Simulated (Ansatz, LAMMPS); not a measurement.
# Structural relaxation of ionic liquid ethylammonium Br- with Li salt, from a frame at 400 K (162 atoms)

Wanted: the relaxed structure of ionic liquid ethylammonium Br- with Li salt, from a frame at 400 K (162 atoms) and its electronic structure.

Program: Ansatz 0.2.0. Level of theory: Kohn-Sham DFT, PBEsol, PAW (set soft_2), plane waves. Results are calculated unless marked as measured.

### Step 1. The structure

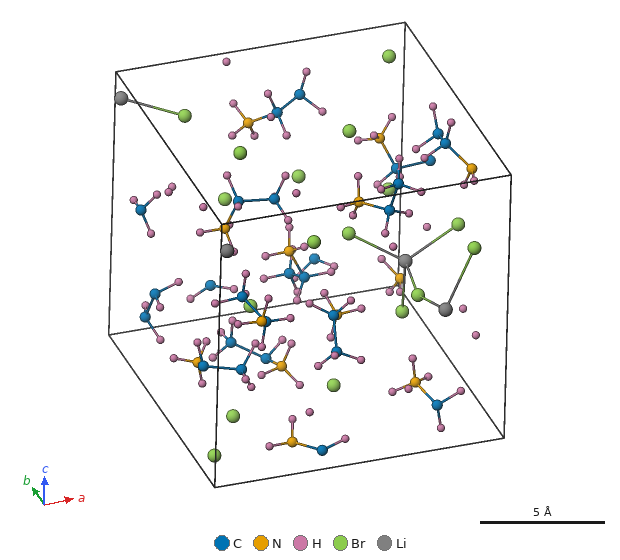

The starting structure, seen slightly off an axis (carbon blue, nitrogen orange, hydrogen pink, bromine green, lithium grey). Bonds to atoms that aren't drawn are left out. Some periodic images of atoms are drawn too.

The cell holds 162 atoms: 26 C, 13 N, 104 H, 16 Br and 3 Li. Its edges and angles: a = 12.449 Å, b = 12.449 Å, c = 12.449 Å, α = 90.0°, β = 90.0°, γ = 90.0°. 13 ethylammonium, 16 Br-, 3 Li+ placed at random, at 1.63 g/cm³; overlaps pushed apart, then 10 ps at 700 K with Joung-Cheatham ions (J. Phys. Chem. B 112, 9020 (2008)); MMFF94 bonds, angles, torsions, charges and radii (Halgren, J. Comput. Chem. 17, 490 (1996)) in harmonic and 12-6 forms; charges of ions scaled by 0.8. Snapshot after 30 ps at 400 K and fixed volume.

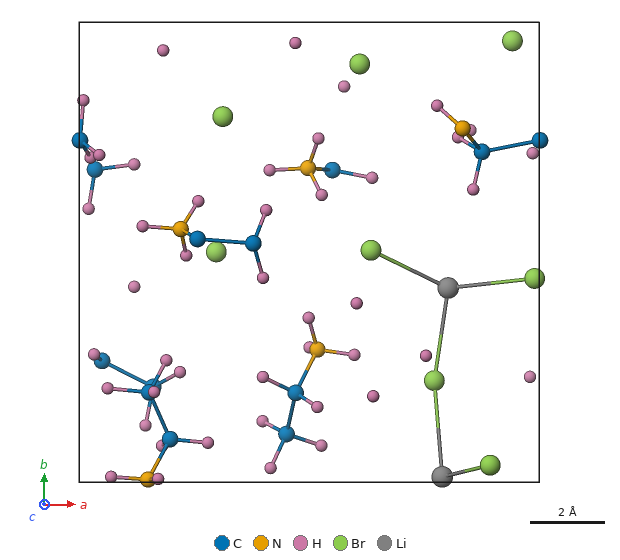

A slice 6 Å thick through the middle of the cell. Bonds to atoms that aren't drawn are left out.

Before any run, some limits are plain. The network of contacts between molecules at the start is that of the classical potential that made the cell. The functional has no dispersion term, which matters for the binding between molecules or layers. The density was typed from a rule of thumb and may lie off the real one at this temperature. The Brillouin zone is sampled at Γ only, in a cell whose shortest periodic width is 12 Å.

### Step 2. Single point at the start

A single point comes first, to see the forces before anything moves.

input.yaml

```yaml
crystal:
  lattice:
    - [12.44903, 0.0, 0.0]
    - [0.0, 12.44903, 0.0]
    - [0.0, 0.0, 12.44903]
  atoms:
    - { symbol: C, position: [0.16102, 0.2077, 0.29782] }
    - { symbol: C, position: [0.04986, 0.26416, 0.2991] }
    - { symbol: "N", position: [0.07135, 0.37002, 0.24746] }
    - { symbol: H, position: [0.19953, 0.21529, 0.21985] }
    [... 152 atom lines left out ...]
    - { symbol: Br, position: [0.31235, 0.7952, 0.57608] }
    - { symbol: Br, position: [0.81428, 0.47009, 0.24352] }
    - { symbol: Br, position: [0.04885, 0.13937, 0.03186] }
    - { symbol: Li, position: [0.02018, 0.99924, 0.89607] }
    - { symbol: Li, position: [0.78941, 0.01214, 0.52067] }
    - { symbol: Li, position: [0.80229, 0.42267, 0.46475] }
kpoints:
  mp_grid: { grid: [1, 1, 1] }
hamiltonian:
  xc: pbesol
scf:
  occupations: { method: fixed }
output:
  forces: true
  stress: true
  populations: intrinsic
  dos:
    method: { smearing: { sigma: 0.08 } }
    de: 0.1
    projected: { site_lists: { Br: [Br], C: [C], H: [H], Li: [Li], "N": ["N"] } }
  eigenvalues: true
```

Launch:

```sh
$ ansatz run input.yaml --threads 4 --pin off --max-ram 8192MiB --backend cpu --events-out ev --progress --plain --runs-dir out
```

Elapsed: 19 s, on 4 threads of Intel Xeon Platinum 8488C (Sapphire Rapids), shared host; peak memory 2.4 GiB.

The run gave:

```yaml
free_energy: -57405.2476 eV
free_energy_per_atom: -354.3534 eV/atom
scf_cycles: 9
pressure: 1.163 GPa
r_m_s_force_component: 0.9655 eV/Å
longest_force: 4.24 eV/Å
fermi_energy: -0.1221 eV
spacing_of_highest_filled_and_lowest_empty_level: 3.678 eV
```

The r.m.s. force component of 0.97 eV/Å and the pressure of 1.2 GPa set the starting point.

Neighbours are counted within 1.34 Å (H-C), 1.27 Å (H-N), 1.85 Å (C-C), 1.79 Å (C-N), 3.23 Å (Br-Li).

Length of the force by element and coordination:

| element | coordination | atoms | mean length of the force (eV/Å) | spread | least | most |
| --- | --- | --- | --- | --- | --- | --- |
| Br | all | 16 | 0.286 | 0.0826 | 0.113 | 0.436 |
| Br | 0 | 6 | 0.263 | 0.098 | 0.113 | 0.430 |
| Br | 1 | 8 | 0.288 | 0.0564 | 0.199 | 0.396 |
| Br | 2 | 2 | 0.353 | 0.0838 | 0.269 | 0.436 |
| C | all | 26 | 2.26 | 0.838 | 0.345 | 4.06 |
| H | all | 104 | 1.24 | 0.784 | 0.136 | 4.24 |
| Li | all | 3 | 0.295 | 0.154 | 0.132 | 0.502 |
| N | all | 13 | 2.28 | 0.890 | 1.07 | 3.71 |

### Step 3. Relaxation

The atoms are relaxed in the fixed cell, aiming at the force tolerance of the input.

input.yaml, the sections that differ from step 2:

```yaml
output:
  forces: true
relax:
  f_tol: 0.05
  max_steps: 200
# crystal, kpoints, hamiltonian, scf: as in step 2
```

Run time: 5.1 min. Hardware: 4 threads; peak memory 2.2 GiB; 18 min of CPU time.

The steps of the relaxation (22 of 38):

```csv
step,energy less that of the first step (eV),largest force component (eV/Å)
1,0.0000,3.7726
3,-8.1657,0.5306
5,-9.1950,0.3735
6,-9.5121,0.2765
8,-9.9336,0.5131
10,-10.1835,0.6927
12,-10.3448,0.4173
13,-10.4077,0.1959
15,-10.4620,0.3688
17,-10.5051,0.2150
19,-10.5252,0.1559
20,-10.5332,0.0789
22,-10.5502,0.2184
24,-10.5811,0.2781
26,-10.5933,0.6805
27,-10.6753,0.1423
29,-10.6881,0.0302
31,-10.7049,0.1383
33,-10.7137,0.0484
34,-10.7137,0.0484
36,-10.7183,0.0419
38,-10.7199,0.0486
```

Relaxation step 28 was tried and not accepted.

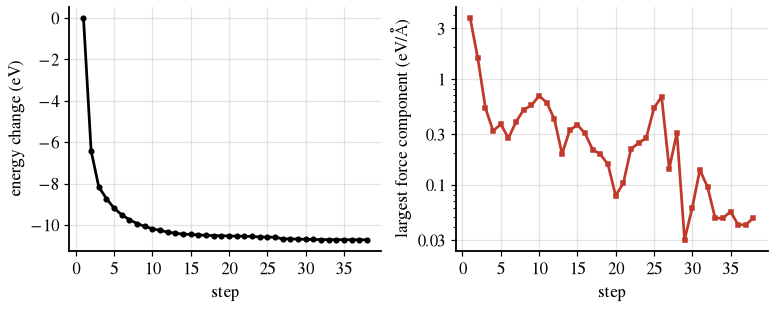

Energy and largest force along the relaxation.

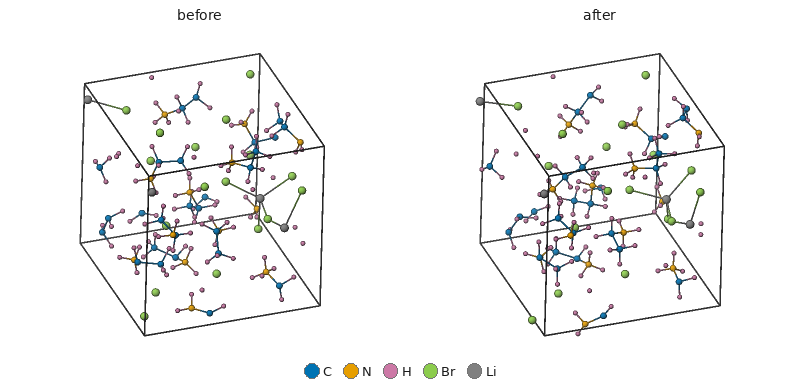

Before and after, at one scale. Bonds to atoms that aren't drawn are left out.

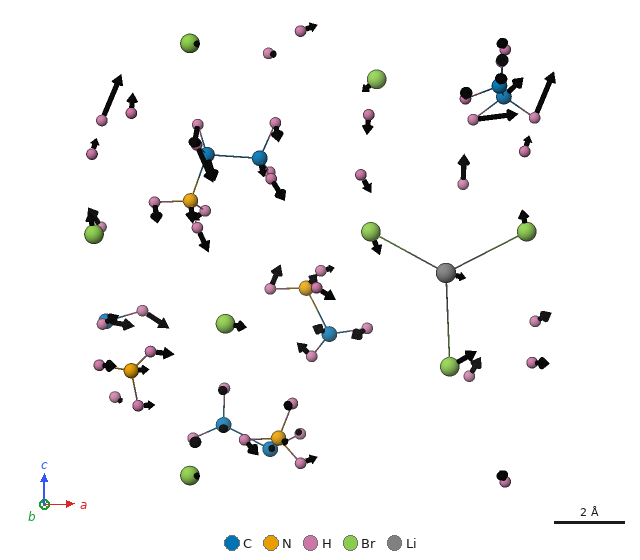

Displacements in the relaxation, scaled; the longest in the cell stands for 1.87 Å. Drawn is a slice 4 Å thick, seen along the normal of the ac plane. Bonds to atoms that aren't drawn are left out.

The atoms that moved most (Å):

```
atom      dx      dy      dz  length
 H39   0.740   0.424   1.661   1.867
 H38   1.680   0.551   0.151   1.775
 H97  -1.153  -0.062  -1.201   1.667
 H18   0.539  -0.887  -1.287   1.653
 H84  -0.418  -1.339   0.728   1.580
 H28   1.447   0.610  -0.140   1.576
 H98  -0.230  -0.763  -1.314   1.537
 H19  -0.239  -1.301  -0.715   1.504
```

The relaxation changed the energy by -66.2 meV/atom, and atoms moved by 0.84 Å r.m.s., 1.9 Å at most.

### Step 4. Distances and neighbours after relaxation

Bonds before and after, by the cutoffs listed below:

| pair | bonds before | bonds after | mean before (Å) | mean after (Å) | spread before (Å) | spread after (Å) |
| --- | --- | --- | --- | --- | --- | --- |
| H-C | 65 | 65 | 1.091 | 1.102 | 0.034 | 0.001 |
| H-N | 39 | 39 | 1.030 | 1.053 | 0.031 | 0.005 |
| C-C | 13 | 13 | 1.526 | 1.509 | 0.039 | 0.002 |
| C-N | 13 | 13 | 1.484 | 1.484 | 0.033 | 0.003 |
| Br-Li | 12 | 12 | 2.653 | 2.552 | 0.118 | 0.037 |

Density 1.63 g/cm³, 11.91 Å³ an atom.

g(r), total and by pair (bins of 0.2 Å):

```csv
r (Å),total,H-H,H-C,H-Br,H-N,H-Li,C-C
1.00,2.29,0.00,1.23,0.00,19.70,0.00,0.00
1.20,2.77,0.00,13.45,0.00,0.00,0.00,0.00
1.40,0.35,0.00,0.00,0.00,0.00,0.00,0.00
1.60,0.62,0.71,0.00,0.00,0.00,0.00,12.70
1.80,1.46,3.54,0.00,0.00,0.00,0.00,0.00
2.00,0.51,0.00,1.05,0.00,2.77,0.00,0.00
2.20,1.57,0.20,5.35,2.48,0.63,0.00,0.00
2.40,1.01,1.89,0.00,0.82,0.00,0.00,0.00
2.60,0.98,1.73,0.52,0.27,0.24,0.00,0.00
2.80,0.53,0.40,0.66,0.41,1.73,0.00,0.00
3.00,0.85,1.46,0.38,1.12,0.19,0.29,0.00
3.20,0.87,0.95,0.58,1.23,0.39,1.63,0.00
3.40,0.81,0.61,1.08,1.00,0.87,1.06,0.00
3.60,0.87,0.87,0.58,1.67,0.65,1.32,0.70
3.80,1.08,1.13,0.70,1.56,0.90,0.51,1.40
4.00,1.01,0.80,0.85,1.59,0.64,1.23,0.99
4.20,0.97,0.91,0.79,0.86,1.06,1.68,0.64
4.40,0.94,0.79,1.10,0.96,1.02,1.15,0.70
4.60,0.86,0.76,0.93,0.83,0.97,1.06,0.64
4.80,0.99,0.97,0.91,1.12,1.01,1.39,1.58
5.00,1.00,0.98,1.01,0.94,0.88,0.98,1.62
5.20,1.09,1.12,1.04,0.89,1.05,1.38,1.08
5.40,1.04,1.02,0.97,1.03,1.15,2.04,1.09
5.60,1.12,1.05,1.21,1.12,1.23,1.01,1.38
5.80,1.11,1.17,1.10,1.03,1.15,1.69,1.02
6.00,1.00,1.02,0.99,0.87,1.10,1.03,0.82
```

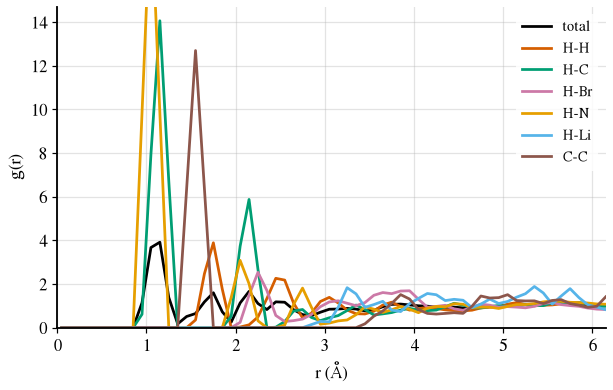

Pair distribution functions, lightly smoothed, with peaks cut at 14.

Bonds by pair of elements; cutoffs follow the first minimum of g(r), held within bounds set by covalent radii, and pairs that aren't listed don't count as bonded:

```
pair A-B  cutoff (Å)  bonds  mean length (Å)  spread (Å)  shortest (Å)  B about A  A about B
     H-C        1.34     65             1.10       0.001           1.1      0.625        2.5
     H-N        1.27     39             1.05       0.005          1.04      0.375          3
     C-C        1.85     13             1.51       0.002          1.50          1          1
     C-N        1.79     13             1.48       0.003          1.48        0.5          1
   Br-Li        3.02     12             2.55       0.037          2.47       0.75          4
```

How many atoms have how many bonded neighbours:

```
element  mean  0    1  2   4
     Br  0.75  6    8  2   0
      C     4  0    0  0  26
      H     1  0  104  0   0
     Li     4  0    0  0   3
      N     4  0    0  0  13
```

Bond angles, per cent of each kind in bins of 5°:

```
angle (°)  C-C-H  H-C-H  C-N-H  H-N-H  H-C-N
  100–105    0.0    0.0    0.0    5.1    0.0
  105–110   10.8  100.0   30.8   74.4  100.0
  110–115   89.2    0.0   69.2   20.5    0.0
```

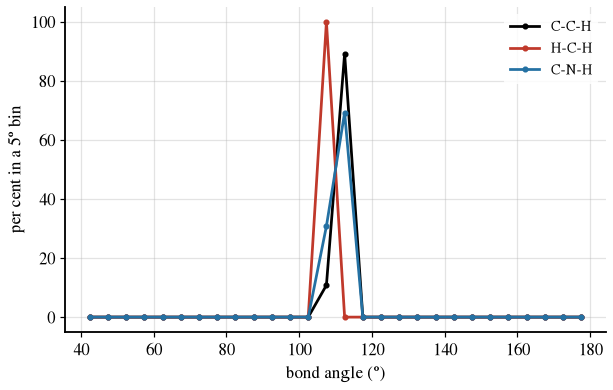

Distributions of the most common bond angles.

Bond angles (no mean is given where the spread exceeds 20°):

```csv
angle,count,mean (°),spread (°)
C-C-H,65,111,0.9
H-C-H,52,108,0.8
C-N-H,39,111,1.6
H-N-H,39,108,2.1
H-C-N,26,107,0.7
```

Bond length by coordination (bonds to H left out):

```csv
element,coordination,atoms,mean bond length (Å)
Br,1,8,2.54
Br,2,2,2.57
```

With the cutoffs above, 50 % of Br atoms have 1, all C atoms have 4, all H atoms have 1 and all Li atoms have 4 bonded neighbours. The C-C-H angle averages 111° with a spread of 0.9°.

### Step 5. Single point at the relaxed geometry

One more single point at the end of the walk gives the fuller output and checks the residual forces.

input.yaml

```yaml
crystal:
  lattice:
    - [12.44903, 0.0, 0.0]
    - [0.0, 12.44903, 0.0]
    - [0.0, 0.0, 12.44903]
  atoms:
    - { symbol: C, position: [0.13325, 0.1851, 0.28851] }
    - { symbol: C, position: [0.06874, 0.28475, 0.31138] }
    - { symbol: "N", position: [0.1074, 0.37908, 0.2493] }
    - { symbol: H, position: [0.12917, 0.16518, 0.20228] }
    [... 152 atom lines left out ...]
    - { symbol: Br, position: [0.29455, 0.77699, 0.55791] }
    - { symbol: Br, position: [0.87994, 0.49828, 0.27725] }
    - { symbol: Br, position: [0.9869, 0.15669, 0.01005] }
    - { symbol: Li, position: [0.9688, 0.97933, 0.90666] }
    - { symbol: Li, position: [0.82484, 0.02295, 0.52962] }
    - { symbol: Li, position: [0.83557, 0.41463, 0.45642] }
kpoints:
  mp_grid: { grid: [1, 1, 1] }
hamiltonian:
  xc: pbesol
scf:
  occupations: { method: fixed }
output:
  forces: true
  stress: true
  populations: true
  dos:
    method: { smearing: { sigma: 0.1 } }
    de: 0.1
    projected: { site_lists: { Br: [Br], C: [C], H: [H], Li: [Li], "N": ["N"] } }
  eigenvalues: true
  write_density: true
  write_potential: true
  volumetric_format: npy
  elf: true
```

The job ended after 22 s (4 threads; peak memory 2.4 GiB; 79 s of CPU time).

The program notes that the exchange-correlation potential is rough where the density is thin.

The run gave:

```yaml
free_energy: -57415.9675 eV
free_energy_per_atom: -354.4196 eV/atom
scf_cycles: 9
pressure: 0.03322 GPa
r_m_s_force_component: 0.0071 eV/Å
longest_force: 0.05307 eV/Å
fermi_energy: -0.5858 eV
spacing_of_highest_filled_and_lowest_empty_level: 4.436 eV
spilling_of_the_projection: 0.01042
```

Löwdin charges by element and coordination (they lack the spilled electrons, 0.025 e an atom on average):

| element | coordination | atoms | mean charge (e) | spread | least | most |
| --- | --- | --- | --- | --- | --- | --- |
| Br | all | 16 | -0.598 | 0.0283 | -0.639 | -0.547 |
| Br | 0 | 6 | -0.600 | 0.0249 | -0.63 | -0.565 |
| Br | 1 | 8 | -0.596 | 0.0277 | -0.638 | -0.547 |
| Br | 2 | 2 | -0.601 | 0.0381 | -0.639 | -0.563 |
| C | all | 26 | -0.323 | 0.155 | -0.483 | -0.162 |
| H | all | 104 | 0.238 | 0.0532 | 0.176 | 0.343 |
| Li | all | 3 | 0.612 | 0.0022 | 0.611 | 0.615 |
| N | all | 13 | -0.345 | 0.0049 | -0.351 | -0.335 |

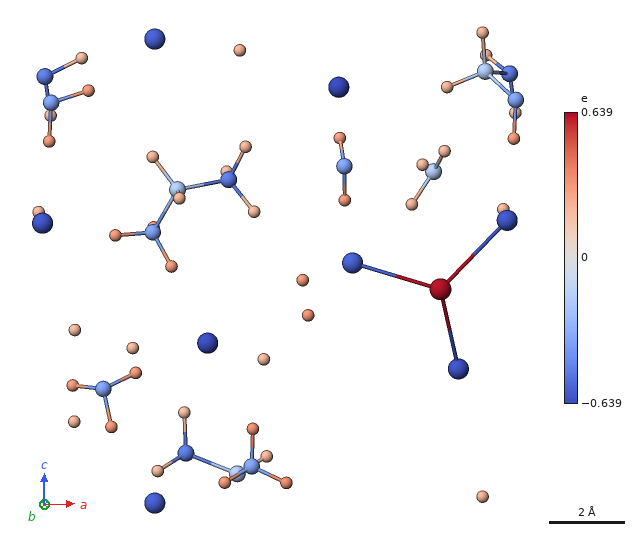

Atoms coloured by Löwdin charge. Drawn is a slice 4 Å thick, seen along the normal of the ac plane. Bonds to atoms that aren't drawn are left out.

States in the cell by windows of 1 eV, zero at the Fermi level; the larger projections on atomic orbitals stand beside the total:

```
from (eV)  to (eV)  total   H s  Br p   C p   N p   C s  Br s
      -14      -13   21.6   5.5   0.0   1.4   1.6  10.1   1.6
      -13      -12   36.4   2.8   0.0   0.6   0.7   3.3  27.9
      -12      -11    0.0   0.0   0.0   0.0   0.0   0.0   0.0
      -11      -10   10.8   3.2   0.0   1.7   1.9   3.5   0.1
      -10       -9   15.2   4.6   0.0   2.4   2.8   4.9   0.1
       -9       -8   15.8   4.1   0.2   2.3   8.6   0.1   0.2
       -8       -7   36.2   9.2   0.4   4.7  20.2   0.5   0.6
       -7       -6   21.8   4.4   0.1   9.1   7.1   0.6   0.1
       -6       -5   17.4   5.2   0.1   8.7   2.9   0.1   0.0
       -5       -4   18.9   5.7   0.2  10.9   1.7   0.0   0.0
       -4       -3   52.7  16.9   1.1  31.1   2.6   0.1   0.1
       -3       -2   19.2   8.8   0.7   9.3   0.2   0.0   0.0
       -2       -1   21.3   0.5  18.8   0.4   0.6   0.0   0.0
       -1        0   72.4   1.1  66.8   1.3   2.1   0.2   0.0
        0        1    2.3   0.0   2.2   0.0   0.0   0.0   0.0
        1        4    0.0   0.0   0.0   0.0   0.0   0.0   0.0
        4        5    2.1   0.8   0.0   0.2   0.0   0.2   0.1
```

With fixed occupations the program's Fermi level is the highest filled level; weight inside the gap is the broadening of levels at its edges.

Between -26 and -14 eV lie 26 more states.

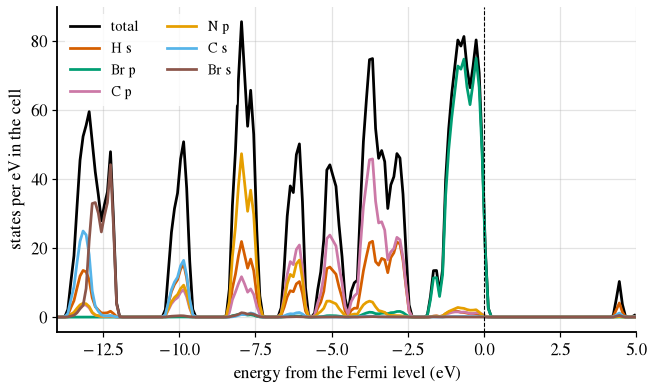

Total and projected density of states, with the broadening of the input.

The levels nearest the highest filled one (over half full), pooled over k-points and spins:

```csv
level less the highest filled one (eV),occupation
-0.172,2
-0.143,2
-0.103,2
-0.0809,2
-0.0303,2
0,2
4.44,0
5.13,0
5.28,0
5.38,0
5.46,0
5.51,0
```

Mean Löwdin charges: Br -0.60, C -0.32, H +0.24, Li +0.61, N -0.34 e (they miss 1.0 % of the electrons, so they add up to more than the cell's charge). The largest share in the top eV of filled states is Br p (93 % of the projected weight), and in the lowest eV of empty states H s (51 % of the projected weight).

### Step 6. Outcome

```json
{
  "energy change in the relaxation": "-66.17 meV/atom",
  "r.m.s. displacement": "0.842 Å",
  "largest displacement": "1.867 Å",
  "free energy per atom": "-354.4196 eV/atom",
  "pressure": "0.03322 GPa",
  "r.m.s. force component": "0.0071 eV/Å",
  "gap (highest filled to lowest empty level)": "4.436 eV",
  "wall time of the 4 DFT runs, those left out included": "6.1 min"
}
```

**Reading.** Relaxation lowers the energy by 66.2 meV/atom and moves atoms by 0.84 Å r.m.s.; the r.m.s. force component goes from 0.97 to 0.0071 eV/Å, the pressure goes from 1.2 to 0.033 GPa, and the gap from 3.68 to 4.44 eV. By the final cutoffs no bond was broken or made. First to last step the energy falls by 10.720 eV; the largest move, 1.87 Å, is that of H39. The Br-Li bonds change most in mean length: from 2.653 Å (spread 0.118) to 2.552 Å (spread 0.037). With the cutoffs above, 50 % of Br atoms have 1, all C atoms have 4, all H atoms have 1 and all Li atoms have 4 bonded neighbours. The highest filled and lowest empty levels differ by 4.44 eV (at Γ alone); a semilocal functional tends to put such gaps too low. In a disordered cell it changes from sample to sample and from frame to frame.

**Limits.** The network of contacts between molecules at the start is that of the classical potential that made the cell; in DFT atoms moved by 0.84 Å r.m.s.

[Logs are printed without paths, hosts, clocks, repeated set-up lines and the standing remarks that a program may print on its own settings, such as how far it seeks lower states.]

[Hosts, paths, dates, database ids (printed as entryN), source tags and the programs' standing remarks are cut or masked in the printed files.]

[The MMFF94 radii named for the starting cell were scaled by 0.96; in molecules described by MMFF94, hydrogen bound to N, O or S took a small fixed 12-6 site in their place.]
